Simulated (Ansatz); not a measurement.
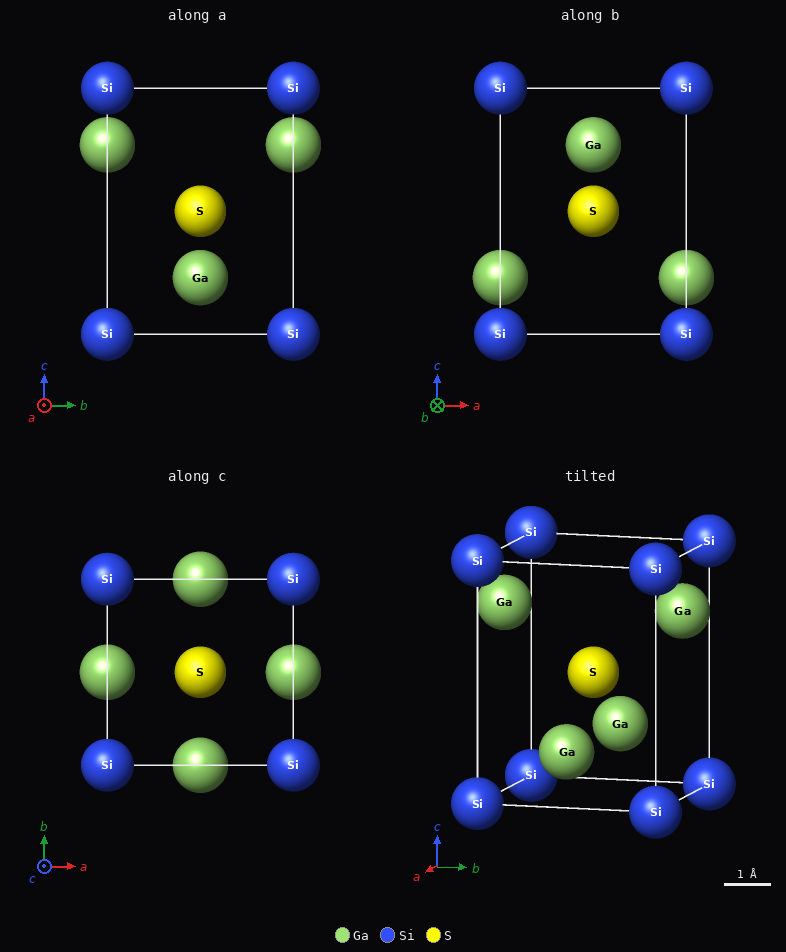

The figure gives a spheres-only picture of the atoms, viewed along the a axis, along the b axis, along the c axis and slightly off an axis. Lines trace the edges of the conventional unit cell.

Lattice parameters: a = 4.0751 Å, b = 4.0751 Å, c = 5.3937 Å, α = 90.000°, β = 90.000°, γ = 90.000°.

Q: Give the structure in the form of a CIF in P1 with every atom of the cell, with free fractional coordinates to two decimals.

A:
```cif
data_structure
_symmetry_space_group_name_H-M 'P 1'
_symmetry_Int_Tables_number 1
_cell_length_a 4.0751
_cell_length_b 4.0751
_cell_length_c 5.3937
_cell_angle_alpha 90.000
_cell_angle_beta 90.000
_cell_angle_gamma 90.000
_cell_volume 89.57
loop_
_atom_site_label
_atom_site_type_symbol
_atom_site_fract_x
_atom_site_fract_y
_atom_site_fract_z
_atom_site_occupancy
Ga1 Ga 0.00 0.50 0.23 1
Ga2 Ga 0.50 0.00 0.77 1
Si1 Si 0.00 0.00 0.00 1
S1 S 0.50 0.50 0.50 1
```

Origin of the cell: a structure type filled with these elements by a generator (whether the compound takes this form wasn't checked). Earlier steps of the study, as a rule a relaxation of our own, may have changed the cell and positions, so they can lie some per cent off the listed ones. It was set up as input for a calculation with Ansatz.
